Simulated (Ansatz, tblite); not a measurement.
# Ga10P10 zinc blende off sphere (Ga₁₀P₁₀H₂₈): a ladder of methods and basis sets

Aim: run the singlet of Ga10P10 zinc blende off sphere (Ga₁₀P₁₀H₂₈) at one geometry on many levels, and compare frontier levels, spin and run time.

Computed with Ansatz 0.2.0, Gaussian basis. Level: as each input shows.

Plan: GFN1-xTB, GFN2-xTB, PBE-D4/def2-SVP, r2SCAN-D4/def2-SVP.

1 further run of the same task is left out (set aside as unsound or not needed).

**1. The relaxed structure**

The singlet was relaxed beforehand with PBE-D4/def2-SVP.

48 atoms, charge 0, spin multiplicity 1.

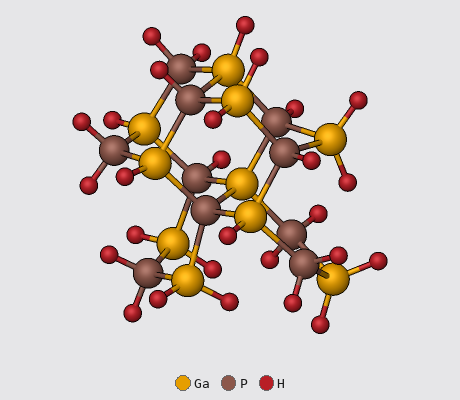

The geometry (gallium amber, phosphorus brown, hydrogen red).

PBE0-D4/def2-SVP was run before; its log isn't repeated, and its numbers join the tables.

**2. GFN1-xTB**

Tight binding, by tblite at 300 K electronic temperature and without a spin-polarisation term:

```python
tblite.interface.Calculator('GFN1-xTB', numbers, positions, charge=0, uhf=0).singlepoint()
```

Energy -1500.8143 eV, HOMO -10.37 eV, LUMO -6.32 eV; 0.43 s.

**3. GFN2-xTB**

Tight binding, by tblite at 300 K electronic temperature and without a spin-polarisation term:

```python
tblite.interface.Calculator('GFN2-xTB', numbers, positions, charge=0, uhf=0).singlepoint()
```

Energy -1405.4602 eV, HOMO -11.08 eV, LUMO -7.84 eV; 0.34 s.

**4. PBE-D4/def2-SVP**

start.molden holds the orbitals of an earlier run on this state, given as this run's starting guess.

Contents of in.yaml:

```yaml
crystal:
  periodic: [false, false, false]
  atoms:
    - {symbol: Ga, position_ang: [-4.166650, 1.822216, -0.329028]}
    - {symbol: Ga, position_ang: [-1.806526, -3.015894, 3.141509]}
    - {symbol: Ga, position_ang: [1.544590, -3.563476, -0.145632]}
    - {symbol: Ga, position_ang: [-1.265478, 2.223869, -3.083567]}
    - {symbol: Ga, position_ang: [1.864485, -0.664911, -3.059161]}
    - {symbol: Ga, position_ang: [-0.899824, -0.585766, -0.345368]}
    - {symbol: Ga, position_ang: [-1.129556, 1.663766, 2.752870]}
    - {symbol: Ga, position_ang: [1.845361, -0.588021, 2.385048]}
    - {symbol: Ga, position_ang: [1.781474, 2.171542, -0.119578]}
    - {symbol: Ga, position_ang: [4.630809, -0.698081, -0.393567]}
    - {symbol: P, position_ang: [-2.329669, -1.950049, 1.007127]}
    - {symbol: P, position_ang: [-2.399661, 0.764838, -1.612443]}
    - {symbol: P, position_ang: [-2.767631, 2.829036, 1.373307]}
    - {symbol: P, position_ang: [0.472640, -1.972925, -1.655399]}
    - {symbol: P, position_ang: [0.387059, -2.092913, 3.615197]}
    - {symbol: P, position_ang: [3.024266, -1.975929, 0.884117]}
    - {symbol: P, position_ang: [0.282218, 0.779159, -4.224117]}
    - {symbol: P, position_ang: [0.274789, 3.357528, -1.633452]}
    - {symbol: P, position_ang: [3.026046, 0.739969, -1.556428]}
    - {symbol: P, position_ang: [0.351162, 0.757909, 1.099119]}
    - {symbol: H, position_ang: [-4.830578, 2.949562, -1.211545]}
    - {symbol: H, position_ang: [-4.968289, 0.668991, 0.397820]}
    - {symbol: H, position_ang: [-2.814464, -2.389824, 4.179431]}
    - {symbol: H, position_ang: [-1.630293, -4.548251, 2.825833]}
    - {symbol: H, position_ang: [2.312976, -4.645924, -0.996192]}
    - {symbol: H, position_ang: [0.395835, -3.923735, 0.893908]}
    - {symbol: H, position_ang: [-2.093081, 3.164191, -4.034129]}
    - {symbol: H, position_ang: [2.724772, -1.420998, -4.137770]}
    - {symbol: H, position_ang: [-1.924674, 0.416124, 3.331031]}
    - {symbol: H, position_ang: [-0.408398, 2.737300, 3.655378]}
    - {symbol: H, position_ang: [2.680231, 0.272728, 3.410514]}
    - {symbol: H, position_ang: [2.632183, 3.240751, 0.661136]}
    - {symbol: H, position_ang: [5.270824, -1.607925, -1.517032]}
    - {symbol: H, position_ang: [5.453847, 0.216142, 0.597995]}
    - {symbol: H, position_ang: [-2.855666, -2.933107, 0.111054]}
    - {symbol: H, position_ang: [-3.510484, -1.157279, 1.157819]}
    - {symbol: H, position_ang: [-3.050726, -0.141328, -2.512609]}
    - {symbol: H, position_ang: [-3.672853, 3.507422, 2.250700]}
    - {symbol: H, position_ang: [-2.157287, 3.997575, 0.815316]}
    - {symbol: H, position_ang: [-0.428054, -2.666039, -2.528828]}
    - {symbol: H, position_ang: [1.220086, -3.205179, 3.954611]}
    - {symbol: H, position_ang: [0.284693, -1.524332, 4.924097]}
    - {symbol: H, position_ang: [3.835830, -2.764758, 1.764549]}
    - {symbol: H, position_ang: [-0.502137, -0.000756, -5.132420]}
    - {symbol: H, position_ang: [0.983397, 1.560176, -5.198264]}
    - {symbol: H, position_ang: [1.015561, 4.266106, -2.454809]}
    - {symbol: H, position_ang: [-0.485255, 4.329365, -0.908695]}
    - {symbol: H, position_ang: [3.802090, 1.601134, -2.399482]}
basis:
  gaussian: {orbitals: def2-SVP, fitting: {mean_field: def2-universal-jkfit}, initial_orbitals: start.molden}
hamiltonian: {xc: pbe, dispersion: d4}
scf: {omitted_lower_state_checks: [starts]}
output: {orbitals: {seedname: orbitals}}
```

The run is started by

```console
ansatz run in.yaml --threads 5 --pin off --events-out ev --progress --plain --max-ram 66560MiB --backend cuda --devices 0, --max-vram 37GiB
```

What it wrote:

```text
Functional definition: PBE
  name "PBE"
  cite "Perdew, Burke & Ernzerhof, Phys. Rev. Lett. 77, 3865 (1996) doi:10.1103/PhysRevLett.77.3865"
  parent pbe
  parameter kappa = 0.804
  parameter beta = 0.06672455060314922
  exchange = pbe_x(kappa = kappa, mu = beta*pi^2/3)
  correlation = pbe_c(beta = beta)
these checks for a lower state are left out or cut short: starts
4444 factors; integrals over basis functions are off by at most 3.5e-1 eV
mean field evaluation 1: about -616915.6635 eV, gradient 1.9e1 eV
mean field evaluation 2: about -616916.3621 eV, gradient 6.4e-1 eV
mean field evaluation 4: about -616916.3564 eV, gradient 2.7e-3 eV
mean field -616916.35643653 eV, -22671.2579381171 hartree, gradient 1.1e-5 eV, S^2 0.000000; 0 other end points of the search recorded, 0 dependent functions left out
reference -616916.35654182 eV, -22671.2579419865 hartree; 244, 244 occupied and 396, 396 virtual orbitals, 4444 factors
Total energy: -616920.40655520 eV, -22671.4067772331 hartree
Checks for a lower state left out: starts
```

It took 9 s on 1 × H100 (card shared with other runs) with 5 threads of AMD EPYC 7R13, shared host; peak host memory 1.2 GiB.

HOMO -5.96 eV, LUMO -1.97 eV.

**5. r2SCAN-D4/def2-SVP**

in.yaml, as its differences from that of step 4:

```diff
@@ -53,3 +53,3 @@
   gaussian: {orbitals: def2-SVP, fitting: {mean_field: def2-universal-jkfit}, initial_orbitals: start.molden}
-hamiltonian: {xc: pbe, dispersion: d4}
+hamiltonian: {xc: r2scan, dispersion: d4}
 scf: {omitted_lower_state_checks: [starts]}
```

Same command.

What it wrote:

```text
Functional definition: r2SCAN
  name "r2SCAN"
  cite "Furness, Kaplan, Ning, Perdew & Sun, J. Phys. Chem. Lett. 11, 8208 (2020) doi:10.1021/acs.jpclett.0c02405"
  cite "Furness, Kaplan, Ning, Perdew & Sun, J. Phys. Chem. Lett. 11, 9248 (2020) doi:10.1021/acs.jpclett.0c03077"
  parent r2scan
  parameter k0 = 0.174
  parameter k1 = 0.065
  parameter a1 = 4.9479
  exchange = r2scan_x(k0 = k0, k1 = k1, a1 = a1)
  correlation = r2scan_c
these checks for a lower state are left out or cut short: starts
4444 factors; integrals over basis functions are off by at most 3.5e-1 eV
mean field evaluation 1: about -617033.0731 eV, gradient 1.1e1 eV
mean field evaluation 2: about -617033.3449 eV, gradient 2.7e-1 eV
mean field evaluation 4: about -617033.3196 eV, gradient 4.9e-4 eV
mean field -617033.31964968 eV, -22675.5562569202 hartree, gradient 7.2e-6 eV, S^2 0.000000; 0 other end points of the search recorded, 0 dependent functions left out
reference -617033.31968238 eV, -22675.5562581219 hartree; 244, 244 occupied and 396, 396 virtual orbitals, 4444 factors
Total energy: -617034.47324450 eV, -22675.5986507477 hartree
Checks for a lower state left out: starts
```

It took 12 s on 1 × H100 (card shared with other runs) with 5 threads of AMD EPYC 7R13, shared host; peak host memory 1.2 GiB.

HOMO -6.22 eV, LUMO -1.82 eV.

**6. Comparison**

| level | functions | HOMO (eV) | LUMO (eV) | gap (eV) | time |
| --- | --- | --- | --- | --- | --- |
| PBE-D4/def2-SVP | 640 | -5.96 | -1.97 | 4.00 | 9 s |
| r2SCAN-D4/def2-SVP | 640 | -6.22 | -1.82 | 4.41 | 12 s |
| PBE0-D4/def2-SVP | 640 | -6.99 | -1.22 | 5.76 | 13 s |

**7. Binding energy**

Free atoms were run apart at each level; binding is atoms less cluster, divided by the number of atoms, without zero-point or spin-orbit terms.

| level | binding an atom (eV) |
| --- | --- |
| PBE-D4/def2-SVP | 2.771 |
| r2SCAN-D4/def2-SVP | 2.772 |
| PBE0-D4/def2-SVP | 2.766 |

**8. Summary of results**

| quantity | value |
| --- | --- |
| gap in def2-SVP, named functionals, smallest and largest | 4.00 eV (PBE-D4), 5.76 eV (PBE0-D4) |
| binding an atom, functionals in def2-SVP | 2.77 (PBE0-D4) to 2.77 eV (r2SCAN-D4) |

**Reading.** Orbital gaps of the named functionals in def2-SVP span 4.00 eV (PBE-D4) to 5.76 eV (PBE0-D4); exact exchange widens it.

The slowest run with a step of its own, r2SCAN-D4/def2-SVP, took 12 s; the quickest functional in def2-SVP took 9 s (shared host).
